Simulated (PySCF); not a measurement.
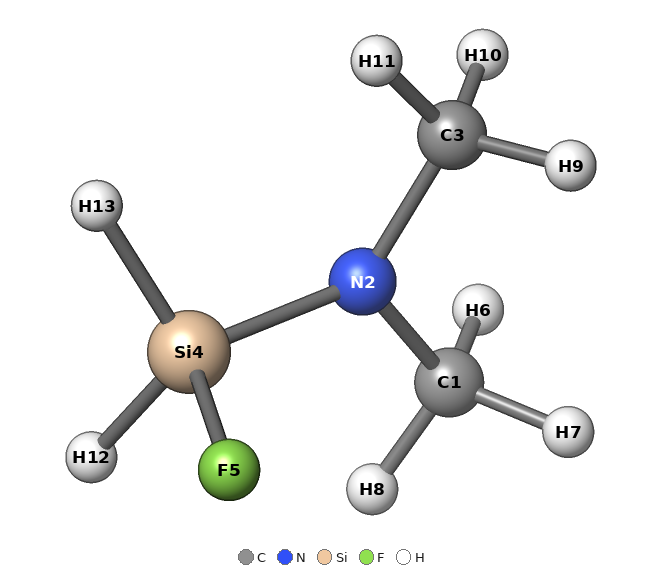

The computed structure is the end point of a PBE0-D3(BJ)/def2-SVP optimisation. No frequency run is at hand to confirm it as a minimum. Level of theory: delta-SCF UKS SCAN, def2-TZVP on the ionised atom, pcseg-1 elsewhere, spin-free X2C (PySCF 2.14.0).

Give the core-electron binding energies (to vacuum; p and d levels without spin–orbit splitting) of C1 1s, N2 1s, Si4 1s, Si4 2p, F5 1s.

```
atom  level  binding energy (eV)
  C1     1s                292.2
  N2     1s                405.3
 Si4     1s               1851.6
 Si4     2p                108.2
  F5     1s                692.5
```
